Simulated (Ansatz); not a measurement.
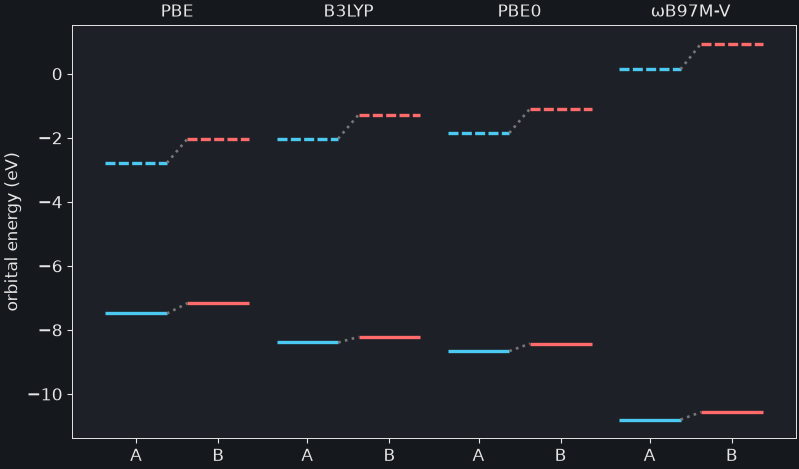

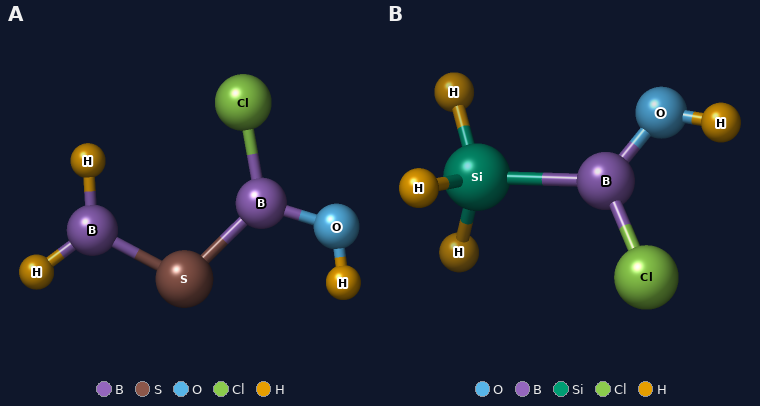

One change: A, B₂H₃SOCl (SMILES BSB(O)Cl), becomes B, BSiH₄OCl (SMILES OB([SiH3])Cl). BH₂S (bound through S) on B is replaced by SiH₃. HOMO (solid) and LUMO (dashed) computed in def2-TZVPP at PBE0-D4/def2-TZVP geometries, both minima by their frequencies, gas phase, the Ansatz code 0.2.0. Empty levels above zero depend strongly on the basis.

> What does the change do to HOMO and LUMO?

PBE: the HOMO rises by 0.32 eV, the LUMO rises by 0.75 eV, and the separation goes from 4.70 to 5.14 eV. B3LYP: the HOMO rises by 0.18 eV, the LUMO rises by 0.75 eV, and the separation goes from 6.37 to 6.94 eV. PBE0: the HOMO rises by 0.23 eV, the LUMO rises by 0.75 eV, and the separation goes from 6.81 to 7.33 eV. ωB97M-V: the HOMO rises by 0.24 eV, the LUMO rises by 0.80 eV, and the separation goes from 10.94 to 11.51 eV.

> Do the functionals agree on the effect?

They agree on the direction for both levels; the HOMO shift lies between 0.18 and 0.32 eV and the LUMO shift between 0.75 and 0.80 eV, while the separations themselves differ by up to 6.4 eV between functionals.

Caveats: one conformer of each flexible molecule.
